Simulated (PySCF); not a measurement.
**Run report: Si3H7, EPR calculation**

The run: EPR calculation of Si3H7, multiplicity 2. Method and program: UKS B3LYP, IGLO-III on Si, pcH-1 on H, non-relativistic, mean-field spin-orbit, GIAO (PySCF 2.14.0).

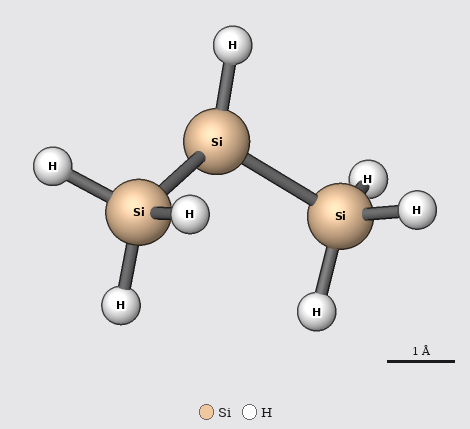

The input geometry (ball-and-stick view, seen at a tilt). Bond lengths as drawn: H–Si 1.49 to 1.50 Å and Si–Si 2.33 Å.

### The input
```
{"job": {"kind": "epr"}, "charge": 0, "multiplicity": 2}
Si    -0.055939    -0.304263     1.003462
Si    -1.959862     0.048618    -0.294671
Si     1.982353    -0.151237    -0.118908
H     -0.078242     0.424971     2.311821
H     -3.175363    -0.463303     0.409085
H     -2.167027     1.500562    -0.599633
H     -1.791431    -0.691182    -1.582979
H      3.093027    -0.639610     0.753959
H      2.287281     1.254668    -0.536848
H      1.906738    -1.004768    -1.344000
```

The first line tells a small driver script what to run in PySCF; the rest is the geometry in Å.

Machine: 1 CPU thread, shared host.

Launched with:
```bash
OMP_NUM_THREADS=1 python <driver script> task.json out
```

### Output
```
UKS, coarse grid
  cycle   1  E = -872.71454265  |g| = 1.65e-01
  cycle   2  E = -872.72048065  |g| = 8.12e-02
  cycle   3  E = -872.72243455  |g| = 2.24e-02
  cycle   4  E = -872.72275281  |g| = 6.27e-03
  cycle   5  E = -872.72277868  |g| = 9.06e-04
  cycle   6  E = -872.72277972  |g| = 3.41e-04
UKS, final grid
  cycle   1  E = -872.72276995  |g| = 2.72e-04
  cycle   2  E = -872.72276997  |g| = 2.38e-04
  cycle   3  E = -872.72277000  |g| = 2.20e-05
  cycle   4  E = -872.72277000  |g| = 1.26e-05
E = -872.72277000 Eh   <S^2> = 0.7533 (exact 0.7500)
g shifts (ppm)      1          2          3
  rmc          -118       -118       -118
  gc              8         38         37
  oz_so        -227       2833       5106
  total        -336       2754       5025
hyperfine (MHz)  atom isotope    a_iso     a_fc   dipolar eigenvalues
    0  29Si    -317.99    -319.15   -168.03     83.71     84.32
    1  29Si      -1.24      -1.25     -3.96      0.58      3.38
    2  29Si      -1.47      -1.47     -3.90      0.49      3.41
    3    1H      -2.88      -2.91    -10.03      1.71      8.32
    4    1H       6.29       6.29     -2.30     -1.13      3.43
    5    1H      69.11      69.11     -2.24     -0.28      2.52
    6    1H      -2.78      -2.78     -2.32     -1.17      3.49
    7    1H       3.13       3.14     -2.31     -1.11      3.41
    8    1H      71.68      71.68     -2.27     -0.25      2.51
    9    1H      -1.66      -1.66     -2.38     -1.16      3.54
```

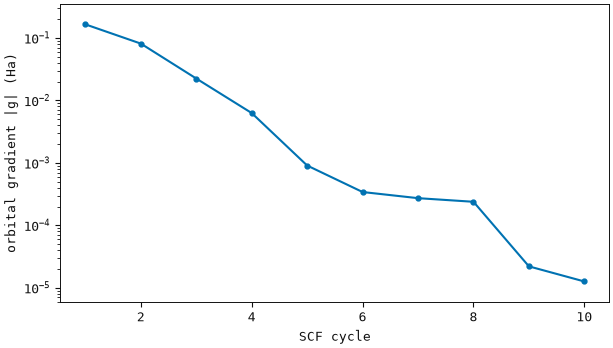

Convergence of the self-consistent field: orbital gradient |g| against the SCF cycle. All cycles printed in the log are drawn one after another.

### Results in brief

| quantity | value |
| --- | --- |
| outcome | converged |
| total energy | −872.722770 hartree |
| ⟨S²⟩ | 0.753 |
| isotropic g | 2.0048 |
| wall time | 47 s |
| peak memory | 0.61 GiB |
